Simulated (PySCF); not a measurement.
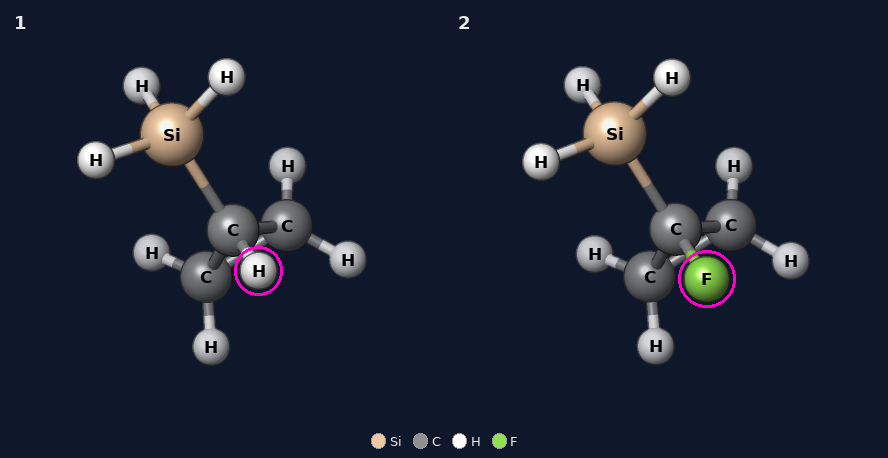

2 molecules with one skeleton, seen from the same side and at one scale; the atom that differs is circled. Each species is neutral and a spin singlet. Computed geometries: PBE0-D3(BJ)/def2-SVP optimisations, one conformation each. Properties computed with PySCF 2.14.0.

One atom differs, called X below: H in panel 1, F in panel 2. Their formulas are C3H8Si (`[SiH3]C1CC1`), C3H7FSi (`FC1([SiH3])CC1`).

Question: In which is the length of X–C larger (PBE0-D3(BJ)/def2-SVP)?

Answer: In panel 2 (X = F).

Question: In which is the Hirshfeld charge of X higher (PBE0/aug-cc-pVDZ)?

Answer: In panel 1 (X = H).

Give the values. With PBE0-D3(BJ)/def2-SVP: length of X–C (Å), angle Si–C–X (°). With PBE0/aug-cc-pVDZ: dipole moment (D), HOMO energy (Kohn–Sham orbital) (eV), HOMO–LUMO gap (eV), Hirshfeld charge of X (e), GIAO shielding of the C bonded to X (ppm).

```tsv
quantity	1 (H)	2 (F)	2 − 1
length of X–C (Å)	1.096	1.375	+0.279
angle Si–C–X (°)	114.9	112.3	−2.6
dipole moment (D)	0.93	1.60	+0.67
HOMO energy (Kohn–Sham orbital) (eV)	−8.28	−8.17	+0.11
HOMO–LUMO gap (eV)	8.28	8.12	−0.16
Hirshfeld charge of X (e)	0.05	−0.11	−0.16
GIAO shielding of the C bonded to X (ppm)	204.0	131.6	−72.4
```
